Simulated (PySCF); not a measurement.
Vertical excitations of a molecule C₂H₈N₂OSi from TDA-PBE/def2-SVPD (PySCF 2.14.0), as energy in eV (oscillator strength): 4.00 (0.001), 4.80 (0.056), 5.35 (0.040), 5.56 (0.004), 5.76 (0.010), 6.00 (0.024), 6.20 (0.051), 6.38 (0.004), 6.52 (0.011), 6.79 (0.007). Lowest triplet (TDA): 3.46 eV. Geometry optimised at PBE0-D3(BJ)/def2-SVP. One conformer was computed; it need not be the lowest.

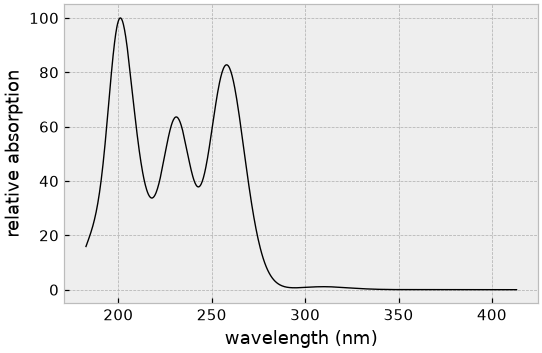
Figure. The lines broadened by 0.4 eV.

Question: Identify the compound among the candidates.
A) N[Si]1(O)CNC1
B) N[Si]1(N)CCO1
C) CO/C=N/[SiH2]N
D) C/C=N\[Si@H](N)O

Answer: D, C/C=N\[Si@H](N)O
